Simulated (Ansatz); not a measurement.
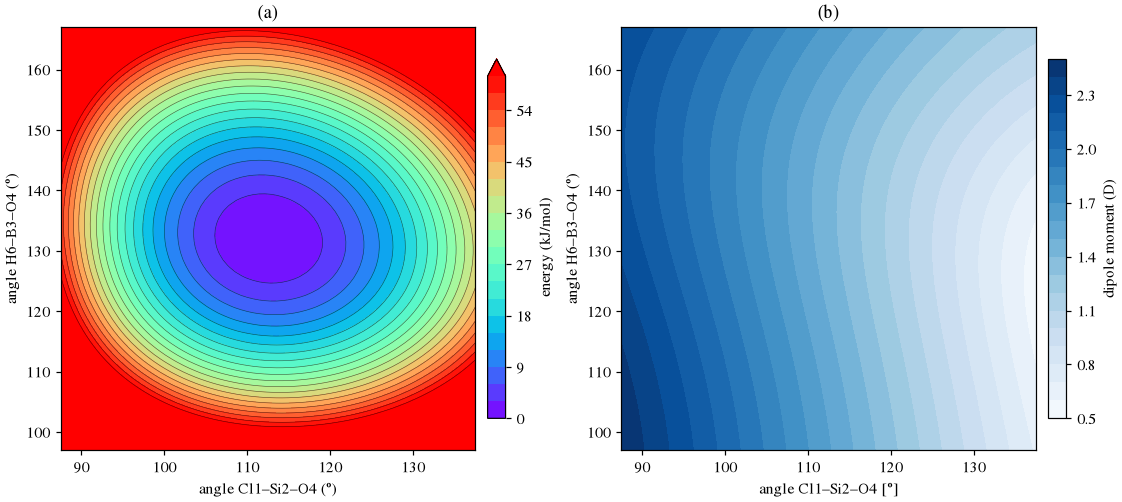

BClH₂OSi, SMILES Cl[SiH]1BO1. 
- First axis: angle Cl1–Si2–O4. Second axis: angle H6–B3–O4.
- Nothing is relaxed (all other coordinates rigid).
- Grid: 15 × 15 points.
- Energies are in kJ/mol, from the lowest grid point.
- All numbers below come from RKS wB97X-V/def2-SVP (Ansatz).

Panel (a) is the energy and panel (b) the computed dipole moment on the same grid.

In the figure: filled contours, one colour for all values above the top of the scale. Between grid points the surface is interpolated.

How does the dipole moment vary over the map, and what is it at the lowest grid point?

Answer. Leaving out the highest fifth of the energies, it runs from 0.55 D at angle Cl1–Si2–O4 = 137.5°, angle H6–B3–O4 = 122° to 2.34 D at angle Cl1–Si2–O4 = 87.5°, angle H6–B3–O4 = 122°. At the lowest grid point, angle Cl1–Si2–O4 = 112.5°, angle H6–B3–O4 = 132°, it is 1.44 D.
